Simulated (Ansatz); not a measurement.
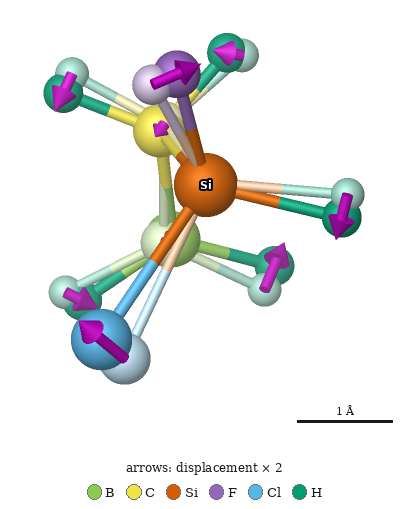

This is a relaxation of CH5BClFSi. The starting structure is drawn faded, the final one solid; purple arrows show the displacements, magnified 2 times. The two geometries are superimposed by the best rigid fit.

The picture is a ball-and-stick view, seen from a free direction.

The start comes from PBE-D4/def2-SVP.

These are results of RKS PBE0-D4/def2-TZVP (Ansatz), not measurements. Set-up: force threshold 0.005 eV/Å; at most 150 steps.

What did the optimiser do to the structure, and how much energy did it gain?

Answer. The atom that moves furthest after the best rigid fit is the Cl atom (0.40 Å). By element the largest moves are Cl 0.40 Å, H 0.32 Å, F 0.29 Å, B 0.11 Å, C 0.09 Å, Si 0.04 Å. Near-neighbour distances that change, for instance: F–Si 1.635 → 1.592 Å, Cl–Si 2.077 → 2.042 Å, B–H 1.219 → 1.197 Å, C–Si 1.876 → 1.856 Å. Among the angles between lasting bonds that change: B–C–Si 106.2° → 110.9°. After 15 accepted moves (16 points after the start) the energy has fallen by 0.077 eV. The largest force component goes from 1.1 to 0.0041 eV/Å. The line search rejected the trial step at point 12 of the run.
